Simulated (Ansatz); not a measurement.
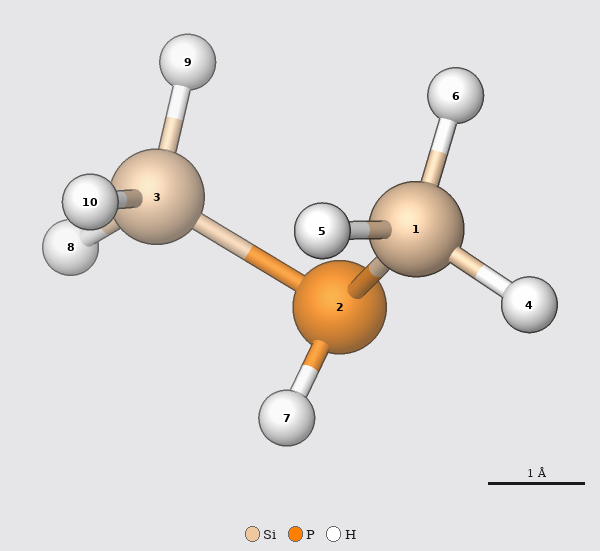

Figure 1. The input geometry (ball-and-stick view, seen at a tilt; atoms are numbered from 1 in the order of the input). Bond lengths as drawn: H–P 1.42 Å, H–Si 1.49 Å and P–Si 2.25 Å.

# Single-point calculation of Si₂PH₇

- system: Si₂PH₇, SMILES [SiH3]P[SiH3]
- method: RKS wB97M-V/def2-TZVPP (Ansatz 0.2.0)

The geometry comes from this level: PBE0-D4/def2-TZVP. Figures and captions count atoms from 1; the log counts them from 0 in places.

**Log**
```
Functional definition: wB97M-V
  name "wB97M-V"
  cite "Mardirossian & Head-Gordon, J. Chem. Phys. 144, 214110 (2016) doi:10.1063/1.4952647"
  cite "Becke, J. Chem. Phys. 107, 8554 (1997) doi:10.1063/1.475007"
  cite "Vydrov & Van Voorhis, J. Chem. Phys. 133, 244103 (2010) doi:10.1063/1.3521275"
  # Of w^i u^j: cxij and so on, Table III.
  parameter omega = 0.3/bohr
  parameter cx = 0.15
  parameter cx01 = 1.007
  parameter cx10 = 0.259
  parameter css00 = 0.443
  parameter css04 = -1.437
  parameter css10 = -4.535
  parameter css20 = -3.390
  parameter css43 = 4.278
  parameter cos00 = 1.000
  parameter cos10 = 1.358
  parameter cos20 = 2.924
  parameter cos21 = -8.812
  parameter cos60 = -1.390
  parameter cos61 = 9.142
  parameter b = 6.0
  parameter c = 0.01
  gx(w, u) = 1 - cx + cx01*u + cx10*w
  gss(w, u) = css00 + css04*u^4 + css10*w + css20*w^2 + css43*w^4*u^3
  gos(w, u) = cos00 + cos10*w + (cos20 + cos21*u)*w^2 + (cos60 + cos61*u)*w^6
  exchange = spin_sum(e_x_unif_sr(omega)*gx(b97_w, b97_u_x)) + cx*exact_x_sr(omega) + exact_x_lr(omega)
  correlation = spin_sum(e_c_pw_mod_same_spin*gss(b97_w, b97_u_same))
      + integral(e_c_pw_mod_opposite_spin*gos(b97_w_opposite, b97_u_opposite)) + vv10(b, c)
1282 factors; their error is unknown
296 factors; integrals over basis functions are off by at most 1.3e-5 eV
mean field evaluation 1: about -25156.0916 eV, gradient 1.0e1 eV
mean field evaluation 2: about -25156.4914 eV, gradient 3.2e0 eV
mean field evaluation 4: about -25156.5284 eV, gradient 2.3e-1 eV
mean field evaluation 8: about -25156.5380 eV, gradient 2.2e-1 eV
mean field evaluation 16: about -25156.5381 eV, gradient 4.7e-5 eV
mean field -25156.53807940 eV, -924.4857227039 hartree, gradient 4.7e-5 eV, S^2 0.000000; 0 other end points of the search recorded, 0 dependent functions left out
the calculation of the forces begins
reference -25156.53813700 eV, -924.4857248207 hartree; 25, 25 occupied and 199, 199 virtual orbitals, 1282 factors
Total energy: -25156.53813700 eV, -924.4857248207 hartree
Atom 0 at    -1.293646     0.738956    -0.772210 Å, force    -0.065980     0.128536    -0.047712 eV/Å
Atom 1 at    -0.480899    -1.286939    -0.226869 Å, force     0.066571     0.005543    -0.089511 eV/Å
Atom 2 at     1.218581    -0.517749     1.031032 Å, force     0.120626     0.035417     0.085813 eV/Å
Atom 3 at    -2.304616     0.573952    -1.848769 Å, force     0.120621     0.023532     0.129300 eV/Å
Atom 4 at    -0.250310     1.695041    -1.230141 Å, force    -0.116364    -0.116705     0.058362 eV/Å
Atom 5 at    -1.955980     1.292649     0.437515 Å, force     0.077344    -0.060132    -0.134165 eV/Å
Atom 6 at     0.301302    -1.417242    -1.407677 Å, force    -0.061630     0.025786     0.104410 eV/Å
Atom 7 at     2.134177    -1.647004     1.338797 Å, force    -0.107696     0.137791    -0.034745 eV/Å
Atom 8 at     0.636593    -0.003125     2.297989 Å, force     0.064649    -0.054098    -0.143328 eV/Å
Atom 9 at     1.994807     0.571461     0.380323 Å, force    -0.098140    -0.125670     0.071575 eV/Å
Dipole moment:     0.075059     0.058983    -0.063417 e Å
```

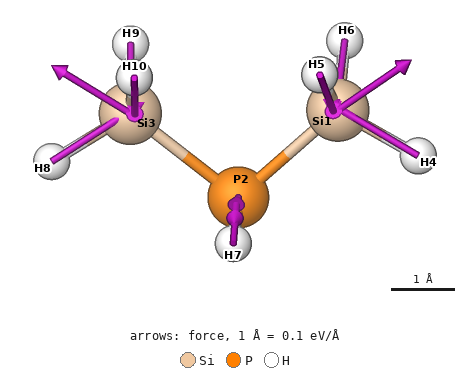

Figure 2. Forces on the atoms as pink arrows (ball-and-stick view, seen at a tilt; atoms are numbered from 1 in the order of the input). The largest act on H4, H8 (0.18 eV/Å); H5, H10 (0.17 eV/Å); H6, H9 (0.17 eV/Å); Si1, Si3 (0.15 eV/Å), among others. The geometry is not a stationary point of this energy.

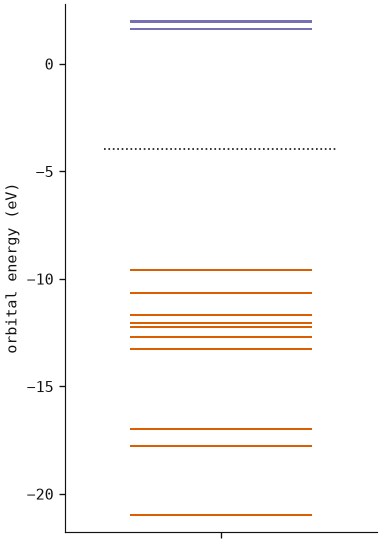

Figure 3. Orbital energies near the frontier; the dotted line parts filled from empty levels, and levels within 0.02 eV of each other stand side by side. Highest filled −9.57 eV, lowest empty 1.61 eV, 11.18 eV apart.

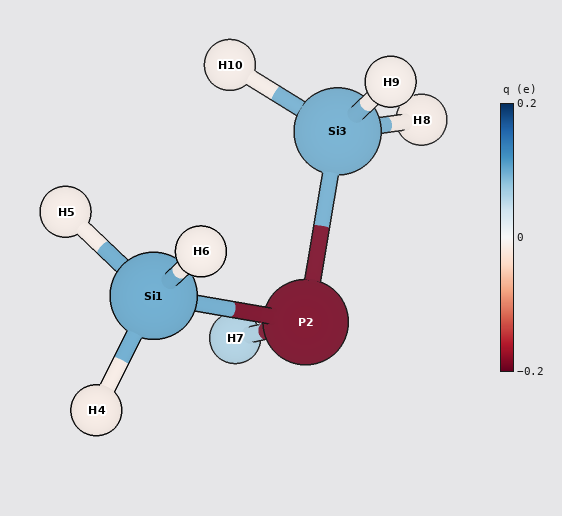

Figure 4. Mulliken charges, as the colour of each atom (ball-and-stick view, seen at an oblique angle; atoms are numbered from 1 in the order of the input). By element: Si +0.10, P −0.19 and H −0.01 to +0.06 e.

The run was set up as follows.

**Input**
```yaml
crystal:
  periodic: [false, false, false]
  atoms:
    - {symbol: Si, position_ang: [-1.293646, 0.738956, -0.772210]}
    - {symbol: P, position_ang: [-0.480899, -1.286939, -0.226869]}
    - {symbol: Si, position_ang: [1.218581, -0.517749, 1.031032]}
    - {symbol: H, position_ang: [-2.304616, 0.573952, -1.848769]}
    - {symbol: H, position_ang: [-0.250310, 1.695041, -1.230141]}
    - {symbol: H, position_ang: [-1.955980, 1.292649, 0.437515]}
    - {symbol: H, position_ang: [0.301302, -1.417242, -1.407677]}
    - {symbol: H, position_ang: [2.134177, -1.647004, 1.338797]}
    - {symbol: H, position_ang: [0.636593, -0.003125, 2.297989]}
    - {symbol: H, position_ang: [1.994807, 0.571461, 0.380323]}
basis:
  gaussian: {orbitals: def2-TZVPP}
hamiltonian: {xc: {name: wB97M-V}}
output: {forces: true, orbitals: {seedname: orbitals}}
```

**Summary**

- outcome: converged
- total energy: −25156.5381 eV
- SCF solution under orbital rotations: stable
- HOMO: −9.57 eV
- LUMO: 1.61 eV
- largest force (length of the vector): 0.178 eV/Å
- dipole moment: 0.55 D
- hardware: 2 CPU threads, shared host
- wall time: 18 s (CPU time 33 s)
- peak memory: 0.75 GiB
